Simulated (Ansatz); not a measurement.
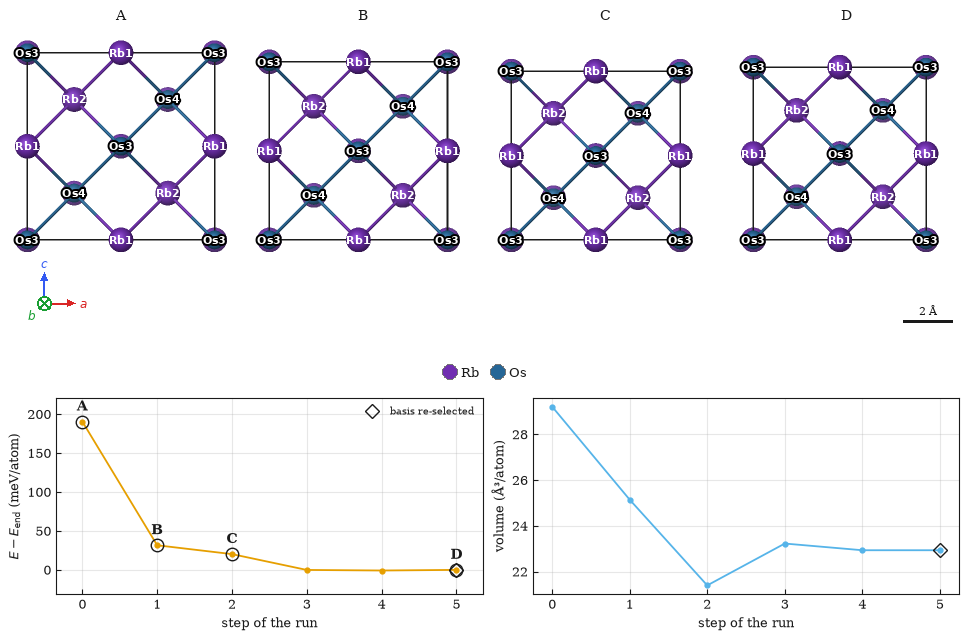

Frames of a relaxation of solid RbOs (built on the NaTl (B32)_227 type) (coarse preliminary run), marked on the history of the run. A ball-and-stick model of the conventional cell (4 times the calculation's cell), seen along the b axis. Lengths and directions refer to the drawn axes.

Case: NaTl (B32) type (Fd-3m, No. 227).

Computed with Ansatz 0.2.0, DFT PBE, scalar-relativistic, plane waves, PAW. (plane-wave cutoff 420 eV; k-point mesh 4 × 4 × 4; occupations gaussian; smearing width 0.1 eV; no spin polarisation; cell and atoms relaxed; force threshold 0.04 eV/Å; at most 70 steps)

> What happens along the run?

Over 4 accepted moves (5 points after the start) the energy falls by 191 meV per atom. All forces vanish by symmetry, so only the cell relaxes. The pressure goes from −7.59 to −0.01 GPa. At 1 point the geometry stayed and the basis and grid were re-selected for the new cell (energy shift of 0.8 meV per atom at most each time). No atom moves by more than 0.005 Å relative to the cell. Cell: a = b = c 7.761 → 7.159 Å (−7.7 %). Volume −21.5 %. Among the contacts that change: Rb1–Os3 3.880 → 3.580 Å, Rb1–Os4 3.361 → 3.100 Å, Os3–Os4 3.361 → 3.100 Å, Rb1–Rb2 3.361 → 3.100 Å. The space group stays Fd-3m (No. 227). From step 0 to 1: volume −13.9 %, energy −159 meV per atom. From step 1 to 2: volume −14.9 %, energy −11.4 meV per atom. From step 2 to 5: volume +7.2 %, energy −20.3 meV per atom.

```
step  E − E(0), meV/atom  pressure, GPa  volume, Å³/atom                      note
   0                0.00          -7.59           29.214                          
   1             -158.88          -4.24           25.146                          
   2             -170.23           4.75           21.399                          
   3             -190.57          -0.73           23.229                          
   4             -191.29          -0.01           22.936                          
   5             -190.50          -0.01           22.936  same geometry, new basis
```
